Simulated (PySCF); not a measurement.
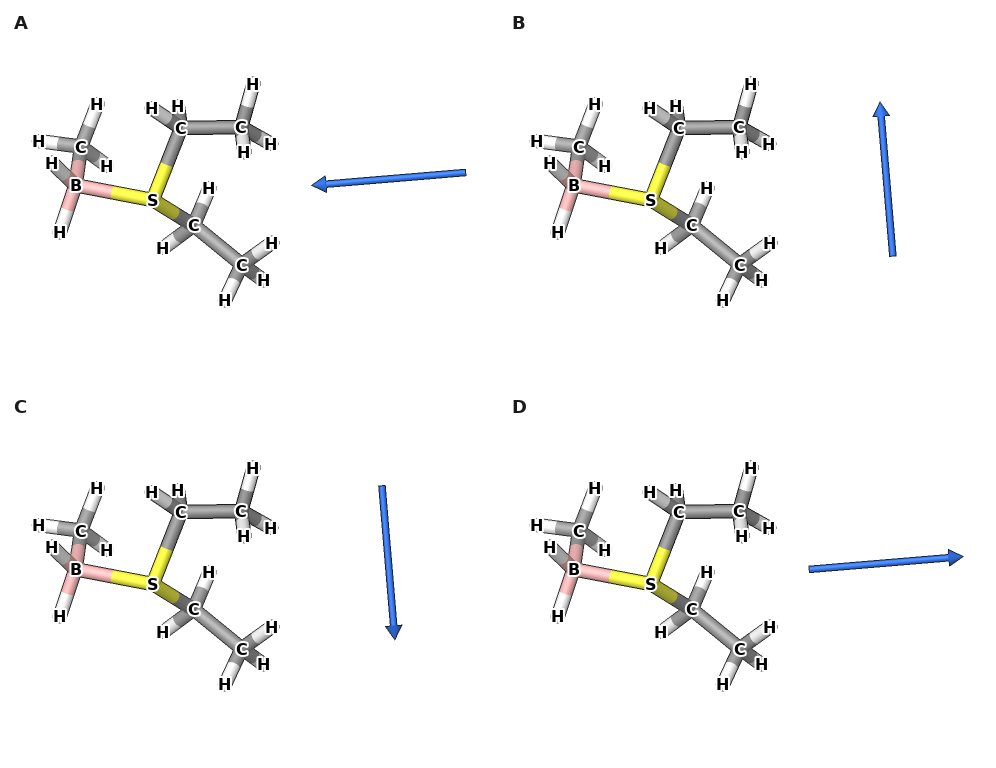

The same molecule four times, each with an arrow. Computed geometry: GFN2-xTB optimisation. No frequency run is at hand to confirm it as a minimum. Level of theory: PBE0/pcSseg-1, gas phase (PySCF 2.14.0).

Question: Which arrow points along the dipole moment, from the negative to the positive end?

Answer: D. The dipole moment is 4.95 D.

The geometry is semi-empirical. Around B such bond lengths and angles can be off by a tenth of an ångström or more and by several degrees, and values that hang on the shape move with them.
